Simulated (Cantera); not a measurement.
A closed system holds: 1 mol SiHCl₃, 35 mol N₂, 0.00017 mol NH₃, equilibrated at 10000 Pa.

Cantera equilibrium calculation (NASA polynomials, part measured and part estimated; ideal gas, pure solids and liquids). Candidate condensed phases: NH₄Cl, Si, Si₃N₄; 28 gas species. The tables' values for SiCl₃ are old estimates; treat these amounts as uncertain. Kinetics and transport are ignored.

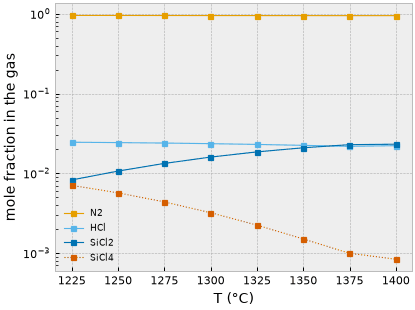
Equilibrium gas composition (values under 1e-9 drawn at 1e-9)

From 1225 °C to 1350 °C the condensed part is Si₃N₄(s). From 1375 °C to 1400 °C nothing is condensed. The main Si-bearing gas is SiCl₂ throughout.
